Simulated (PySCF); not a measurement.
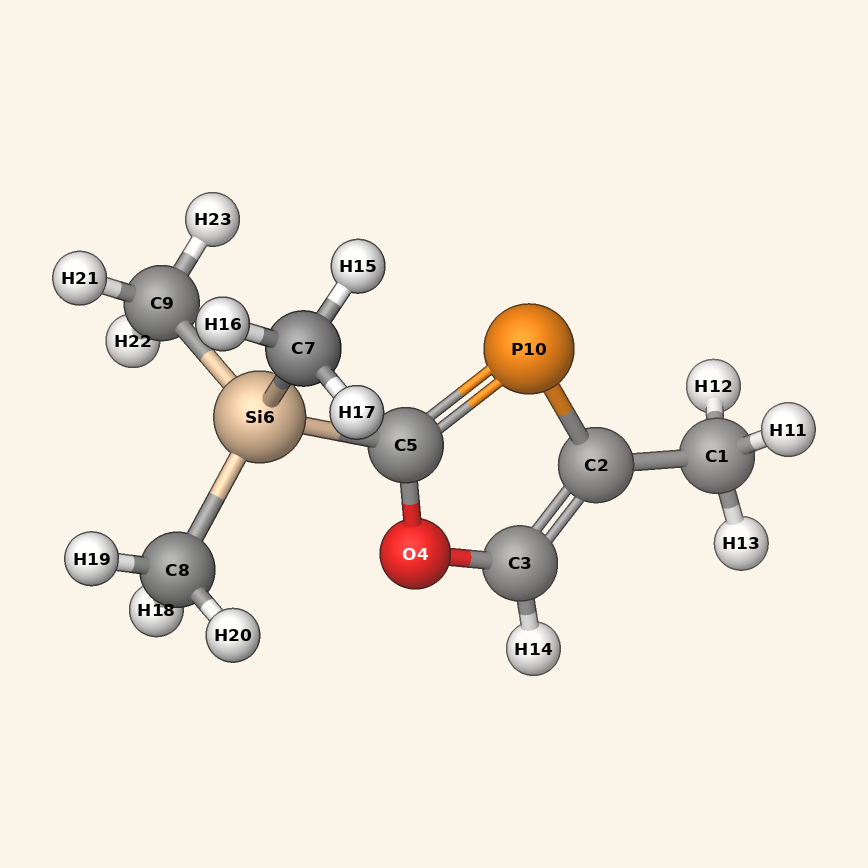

Computed geometry: GFN2-xTB optimisation. No frequency run is at hand to confirm it as a minimum. Electric field gradients from the ground-state density, PBE0/pcSseg-1 (PySCF 2.14.0), non-relativistic apart from any core potentials.

Give the largest field-gradient component, the quadrupole coupling constant and the asymmetry for 17O at O4 (Q = −25.6 mb).

| atom | V_zz (a.u.) | e²qQ/h (MHz) | η |
| --- | --- | --- | --- |
| O4 | 1.432 | −8.61 | 0.15 |

The geometry is semi-empirical. Around P, Si such bond lengths and angles can be off by a tenth of an ångström or more and by several degrees, and values that hang on the shape move with them.
